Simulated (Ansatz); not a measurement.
**BH2O (SMILES [BH]O) at UBLYP/cc-pVTZ**

What is the electronic atomisation energy of BH2O at UBLYP/cc-pVTZ? 

The calculation is run with Ansatz 0.2.0.

50 further runs of the same task are left out: 50 set aside as unsound or not needed.

**1. Starting point**

The species is BH2O (4 atoms), meant as a doublet with charge 0. As SMILES, `[BH]O`. Geometry: relaxed at PBE0-D4/def2-TZVP.

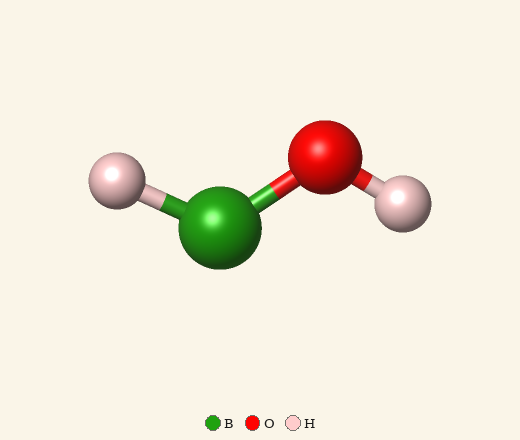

Viewed from a chosen angle; boron green, oxygen red, hydrogen pink.

**2. The energy at UBLYP/cc-pVTZ**

run.yaml reads:

```yaml
basis:
  gaussian: {orbitals: cc-pVTZ}
crystal:
  periodic: [false, false, false]
  atoms:
    - symbol: B
      position_ang: [-0.006100, -0.485500, 0.388300]
    - symbol: O
      position_ang: [0.119700, 0.544500, -0.448600]
    - symbol: H
      position_ang: [-1.064200, -1.032400, 0.540300]
    - symbol: H
      position_ang: [1.006100, 0.913200, -0.500300]
magnetization: {spin_polarized: true, initial_magnetization: 1}
hamiltonian: {xc: {name: BLYP}}
accuracy: high
output: {orbitals: {seedname: orbitals}}
```

Command:

```bash
$ ansatz run run.yaml --threads 1 --pin off --max-ram 3480MiB --events-out events.jsonl --progress --plain --runs-dir runs
```

Log:

```text
Warning: RAYON_NUM_THREADS=1 ignored (pool sized by the plan → 1); use --threads N
Functional definition: BLYP
  name "BLYP"
  parameter beta = 0.0042
  parameter a = 0.04918
  parameter b = 0.132
  parameter c = 0.2533
  parameter d = 0.349
  exchange = b88_x(beta = beta)
  correlation = lyp_c(a = a, b = b, c = c, d = d)
1459 factors; integrals over basis functions are off by at most 3.0e-9 eV
mean field evaluation 1: about -2749.9680 eV, gradient 4.0e1 eV
mean field evaluation 2: about -2722.2544 eV, gradient 9.1e1 eV
mean field evaluation 4: about -2755.0970 eV, gradient 3.8e0 eV
mean field evaluation 8: about -2755.1741 eV, gradient 1.8e-2 eV
mean field evaluation 16: about -2755.1741 eV, gradient 1.3e-6 eV
mean field -2755.17405309 eV, -101.2507789270 hartree, gradient 6.3e-8 eV, S^2 0.751600; 0 other end points of the search recorded, 0 dependent functions left out
reference -2755.17409413 eV, -101.2507804353 hartree; 8, 7 occupied and 80, 81 virtual orbitals, 1459 factors
Total energy: -2755.17409413 eV, -101.2507804353 hartree
```

Wall time 3.9 s (1 thread of Arm Neoverse V1, shared host); peak memory 0.19 GiB.

**3. The B atom at the same level**

input.yaml reads:

```yaml
basis:
  gaussian:
    orbitals: cc-pVTZ
crystal:
  periodic: [false, false, false]
  atoms:
    - {symbol: B, position_ang: [0.000000, 0.000000, 0.000000]}
hamiltonian:
  xc: {name: BLYP}
magnetization:
  spin_polarized: true
  initial_magnetization: 1
accuracy: high
```

Command:

```bash
$ ansatz run input.yaml --threads 1 --pin off --max-ram 3480MiB --events-out events.jsonl --progress --plain --runs-dir runs
```

Log:

```text
Warning: RAYON_NUM_THREADS=1 ignored (pool sized by the plan → 1); use --threads N
Functional definition: BLYP
  name "BLYP"
  parameter beta = 0.0042
  parameter a = 0.04918
  parameter b = 0.132
  parameter c = 0.2533
  parameter d = 0.349
  exchange = b88_x(beta = beta)
  correlation = lyp_c(a = a, b = b, c = c, d = d)
294 factors; integrals over basis functions are off by at most 2.4e-9 eV
mean field evaluation 1: about -670.6892 eV, gradient 3.5e0 eV
mean field evaluation 2: about -670.7695 eV, gradient 1.7e0 eV
mean field evaluation 4: about -670.7960 eV, gradient 2.3e-1 eV
mean field evaluation 8: about -670.7949 eV, gradient 8.6e-4 eV
mean field evaluation 16: about -670.6867 eV, gradient 3.5e0 eV
mean field -670.79487231 eV, -24.6512568762 hartree, gradient 6.4e-8 eV, S^2 0.752847; 1 other end points of the search recorded, 0 dependent functions left out
reference -670.79490285 eV, -24.6512579987 hartree; 3, 2 occupied and 27, 28 virtual orbitals, 294 factors
Total energy: -670.79490285 eV, -24.6512579987 hartree
```

Wall time 0.66 s (1 thread of Arm Neoverse V1, shared host).

**4. The H atom, same level**

job.yaml reads:

```yaml
crystal:
  periodic: [false, false, false]
  atoms:
    - {symbol: H, position_ang: [0.000000, 0.000000, 0.000000]}
basis:
  gaussian:
    orbitals: cc-pVTZ
magnetization:
  spin_polarized: true
  initial_magnetization: 1
hamiltonian:
  xc: {name: BLYP}
accuracy: high
```

Run the same way, it converges to -0.49756 Eh (log not shown).

**5. The O atom at the same level**

job.yaml reads:

```yaml
basis:
  gaussian:
    orbitals: cc-pVTZ
crystal:
  periodic: [false, false, false]
  atoms:
    - {symbol: O, position_ang: [0.000000, 0.000000, 0.000000]}
magnetization:
  spin_polarized: true
  initial_magnetization: 2
hamiltonian:
  xc: {name: BLYP}
accuracy: high
```

Run the same way, it converges to -75.08028 Eh (log not shown).

**6. Results**

Level: UBLYP/cc-pVTZ.

| quantity | value |
| --- | --- |
| molecule: total energy | -101.25078 Eh |
| molecule: HOMO energy (highest over α and β) | -4.10 eV |
| molecule: LUMO energy (lowest over α and β) | -2.12 eV |
| molecule: ⟨S²⟩ | 0.752 |
| B atom: total energy | -24.65126 Eh |
| B atom: ⟨S²⟩ | 0.753 |
| H atom: total energy | -0.49756 Eh |
| H atom: ⟨S²⟩ | 0.750 |
| O atom: total energy | -75.08028 Eh |
| O atom: ⟨S²⟩ | 2.002 |
| electronic atomisation energy | 14.262 eV |

**Reading.** Taking the molecule apart into free atoms costs 14.26 eV (329 kcal/mol), before zero-point energy and without spin-orbit coupling.
